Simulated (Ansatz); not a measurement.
# Al₂H (doublet): correlated methods under varied settings at a displaced geometry (v1)

Aim: run Al₂H (doublet) at one geometry under a spread of methods and options, and see what each costs and gives.

The runs use Ansatz 0.2.0, Gaussian basis; the settings change from run to run.

23 further runs of the same task are left out: 8 that didn't finish, 15 set aside as unsound or not needed.

### 1 What is computed

The geometry is a PBE0/def2-TZVP stationary point (not a proven minimum) with its atoms shifted at random (size 0.040 Å).

3 atoms, charge 0, spin multiplicity 2.

Atoms are counted from 1 here; the program's logs count them from 0.

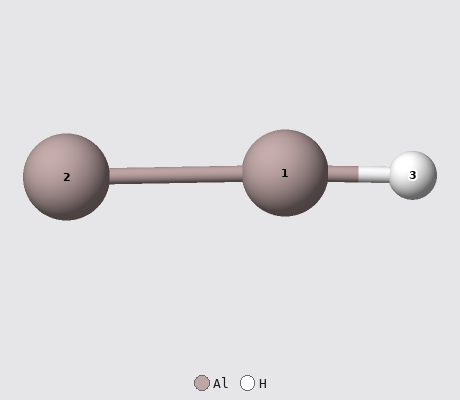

The geometry (aluminium light grey, hydrogen white); atoms are numbered from 1 in the order of the file.

### 2 CCSD on ROHF/STO-3G

Input file in.yaml:

```yaml
crystal:
  periodic: [false, false, false]
  atoms:
    - {symbol: Al, position_ang: [-0.015433, -0.009008, 0.374209]}
    - {symbol: Al, position_ang: [-0.016266, -0.025151, -2.313882]}
    - {symbol: H, position_ang: [0.031698, 0.034159, 1.939673]}
basis:
  gaussian: {orbitals: STO-3G}
magnetization: {spin_polarized: false, initial_magnetization: 1}
correlation: {method: ccsd, electrons: outside_noble_gas}
```

Command:

```console
> ansatz run in.yaml --threads 1 --pin off --events-out ev --progress --plain --max-ram 2393MiB
```

Output, shortened:

```text
Functional definition: HF
  name "HF"
  cite "Fock, Z. Phys. 61, 126 (1930) doi:10.1007/BF01340294"
  parent pbe
[...]
194 factors; integrals over basis functions are off by at most 1.5e-4 eV
[...]
mean field -13017.17792696 eV, -478.3724654557 hartree, gradient 2.1e-6 eV, S^2 0.750000; 13 other end points of the search recorded, 0 dependent functions left out
[...]
determinant -13017.17792696 eV, -478.3724654557 hartree, with singles and doubles -13019.34434307 eV, -478.4520797794 hartree
determinant -13017.17690263 eV, -478.3724278124 hartree, with singles and doubles -13019.34259531 eV, -478.4520155504 hartree
determinant -13015.20657158 eV, -478.3000194817 hartree, with singles and doubles -13017.33248810 eV, -478.3781454727 hartree
determinant -13014.82648871 eV, -478.2860516940 hartree, with singles and doubles -13017.39223965 eV, -478.3803413016 hartree
determinant -13011.83384245 eV, -478.1760739724 hartree, with singles and doubles -13015.97242737 eV, -478.3281641630 hartree
determinant -13017.17792696 eV, -478.3724654557 hartree, with singles and doubles -13019.33993526 eV, -478.4519177951 hartree
determinant -13017.17690263 eV, -478.3724278124 hartree, with singles and doubles -13019.33808037 eV, -478.4518496292 hartree
10 core orbitals not correlated: weight in the atoms' cores, before any rotation towards them, 0.999 or more for the frozen orbitals, at most 0.000 for the correlated occupied ones
reference -13017.17792696 eV, -478.3724654557 hartree; 4, 3 occupied and 5, 6 virtual orbitals, 194 factors
second order -1.22326133 eV of doubles, -0.00232648 eV of singles
cycle   1  -2.16201218 eV  change   -3.9e-6 eV  update   3.5e-6
cycle   2  -2.16201653 eV  change   -4.3e-6 eV  update   2.6e-6
Total energy: -13019.33994349 eV, -478.4519180975 hartree
```

Wall time 0.97 s (1 thread of AMD EPYC, shared host).

From the report: correlation -2.1620 eV; T1 0.084; largest double amplitude 0.15.

### 3 NEVPT4(SD)(3,3)/def2-SVP

in.yaml, as its differences from that of step 2:

```diff
@@ -7,4 +7,5 @@
 basis:
-  gaussian: {orbitals: STO-3G}
+  gaussian: {orbitals: def2-SVP}
 magnetization: {spin_polarized: false, initial_magnetization: 1}
-correlation: {method: ccsd, electrons: outside_noble_gas}
+correlation: {method: fic_nevpt4_sd, electrons: outside_noble_gas, active_space: {window: {electrons: 3, orbitals: 3}}}
+accuracy: high
```

Same command.

Output, shortened:

```text
Functional definition: HF
  name "HF"
  cite "Fock, Z. Phys. 61, 126 (1930) doi:10.1007/BF01340294"
  parent pbe
[...]
677 factors; integrals over basis functions are off by at most 3.5e-9 eV
[...]
mean field -13175.14923558 eV, -484.1778039708 hartree, gradient 1.4e-8 eV, S^2 0.750000; 8 other end points of the search recorded, 0 dependent functions left out
reference -13175.14923558 eV, -484.1778039708 hartree; 14, 13 occupied and 27, 28 virtual orbitals, 677 factors
state -13175.57085685 eV, -484.1932982665 hartree
state -13175.57085685 eV, -484.1932982665 hartree; corrected -13178.46887561 eV, -484.2997984917 hartree
state -13175.43117186 eV, -484.1881649378 hartree
state -13175.43117186 eV, -484.1881649378 hartree; corrected -13178.46648209 eV, -484.2997105316 hartree
state -13175.57085685 eV, -484.1932982665 hartree; corrected -13178.46887561 eV, -484.2997984917 hartree
Total energy: -13178.46887561 eV, -484.2997984917 hartree
```

It took 9 s on 1 thread of AMD EPYC, shared host.

From the report: 4 determinants; active occupations 1.92, 1.00, 0.08.

### 4 MRCISD+Q(relaxed)(1,2)/6-31G*

Input file in.yaml:

```yaml
crystal:
  periodic: [false, false, false]
  atoms:
    - {symbol: Al, position_ang: [-0.015433, -0.009008, 0.374209]}
    - {symbol: Al, position_ang: [-0.016266, -0.025151, -2.313882]}
    - {symbol: H, position_ang: [0.031698, 0.034159, 1.939673]}
basis:
  gaussian: {orbitals: "6-31G*"}
magnetization: {spin_polarized: false, initial_magnetization: 1}
correlation: {method: fic_mrcisd_q_relaxed, electrons: outside_noble_gas, active_space: {window: {electrons: 1, orbitals: 2}}}
scf: {lower_state_search: light}
```

Launched as before.

Output, shortened:

```text
Functional definition: HF
  name "HF"
  cite "Fock, Z. Phys. 61, 126 (1930) doi:10.1007/BF01340294"
  parent pbe
[...]
362 factors; integrals over basis functions are off by at most 9.8e-4 eV
[...]
mean field -13178.74577027 eV, -484.3099741828 hartree, gradient 2.6e-6 eV, S^2 0.750000; 8 other end points of the search recorded, 0 dependent functions left out
reference -13178.74577027 eV, -484.3099741828 hartree; 14, 13 occupied and 26, 27 virtual orbitals, 362 factors
state -13178.74577027 eV, -484.3099741828 hartree
contracted CI cycle   1: correlation 0.00000000 eV, 0.0000000000 hartree, residual 9.74e0 eV
contracted CI cycle   2: correlation -2.81529574 eV, -0.1034602101 hartree, residual 1.74e0 eV
contracted CI cycle   3: correlation -2.92913873 eV, -0.1076438628 hartree, residual 5.72e-1 eV
contracted CI cycle   4: correlation -2.94045933 eV, -0.1080598872 hartree, residual 2.01e-1 eV
contracted CI cycle   5: correlation -2.94194056 eV, -0.1081143214 hartree, residual 8.87e-2 eV
contracted CI cycle   6: correlation -2.94224814 eV, -0.1081256249 hartree, residual 4.28e-2 eV
contracted CI cycle   7: correlation -2.94231910 eV, -0.1081282324 hartree, residual 2.09e-2 eV
contracted CI cycle   8: correlation -2.94233407 eV, -0.1081287826 hartree, residual 8.41e-3 eV
contracted CI cycle   9: correlation -2.94233619 eV, -0.1081288605 hartree, residual 3.12e-3 eV
contracted CI cycle  10: correlation -2.94233651 eV, -0.1081288723 hartree, residual 1.13e-3 eV
contracted CI cycle  11: correlation -2.94233656 eV, -0.1081288740 hartree, residual 4.49e-4 eV
state -13178.74577027 eV, -484.3099741828 hartree; corrected -13182.05207457 eV, -484.4314786245 hartree
WARN: 1 active orbitals are nearly empty or full. The corrections depend on them more than the energy does, and are more stable in an active space without them
Total energy: -13182.05207457 eV, -484.4314786245 hartree
```

It took 3.5 s on 1 thread of AMD EPYC, shared host.

From the report: 1 determinant; active occupations 1.00, 0.00. The report marks this result as in doubt.

### 5 CCSD(T)/def2-SVPD

Input file in.yaml:

```yaml
crystal:
  periodic: [false, false, false]
  atoms:
    - {symbol: Al, position_ang: [-0.015433, -0.009008, 0.374209]}
    - {symbol: Al, position_ang: [-0.016266, -0.025151, -2.313882]}
    - {symbol: H, position_ang: [0.031698, 0.034159, 1.939673]}
basis:
  gaussian: {orbitals: def2-SVPD}
magnetization: {spin_polarized: false, initial_magnetization: 1}
hamiltonian: {xc: {name: PBE}}
correlation: {method: ccsd_t, electrons: outside_noble_gas}
accuracy: high
```

Same command.

Output, shortened:

```text
Functional definition: PBE
  name "PBE"
  cite "Perdew, Burke & Ernzerhof, Phys. Rev. Lett. 77, 3865 (1996) doi:10.1103/PhysRevLett.77.3865"
  parent pbe
[...]
911 factors; integrals over basis functions are off by at most 3.0e-9 eV
[...]
mean field -13195.88305618 eV, -484.9397578240 hartree, gradient 2.1e-10 eV, S^2 0.750000; 8 other end points of the search recorded, 0 dependent functions left out
[...]
10 core orbitals not correlated: weight in the atoms' cores, before any rotation towards them, 1.000 or more for the frozen orbitals, at most 0.000 for the correlated occupied ones
reference -13174.83105461 eV, -484.1661110357 hartree; 4, 3 occupied and 42, 43 virtual orbitals, 911 factors
second order -2.86670345 eV of doubles, -0.21421245 eV of singles
cycle   1  -3.58886866 eV  change   -5.1e-1 eV  update   7.6e-2
[...]
cycle  33  -3.83571281 eV  change  -6.4e-11 eV  update  6.6e-10
perturbative correction -0.14914124 eV, -0.0054808394 hartree
Total energy: -13178.81590865 eV, -484.3125517207 hartree
```

It took 91 s on 1 thread of AMD EPYC, shared host.

From the report: correlation -3.9849 eV; T1 0.029; largest double amplitude 0.08. The orbitals are Kohn-Sham ones, so correlation energy and T1 don't compare with those on Hartree-Fock orbitals.

### 6 The runs in one table

 † marks a result that the program doubts.

| level | correlated | functions | energy (eV) | time |
| --- | --- | --- | --- | --- |
| CCSD on ROHF/STO-3G | outside noble gas | 19 | -13019.3399 | 0.97 s |
| NEVPT4(SD)(3,3)/def2-SVP | outside noble gas | 41 | -13178.4689 | 9 s |
| MRCISD+Q(relaxed)(1,2)/6-31G* † | outside noble gas | 40 | -13182.0521 | 3.5 s |
| CCSD(T)/def2-SVPD (on PBE orbitals) | outside noble gas | 56 | -13178.8159 | 91 s |

### 7 What came out

| quantity | value |
| --- | --- |
| runs | 4 |
| quickest | CCSD on ROHF/STO-3G, 0.97 s |
| slowest | CCSD(T)/def2-SVPD (on PBE orbitals), 91 s |

Total energies in different bases, with other cores or another treatment of relativity can't be set against each other. CCSD(T)/def2-SVPD (on PBE orbitals) took 94 times as long as CCSD on ROHF/STO-3G; the jobs differ in more than the method.
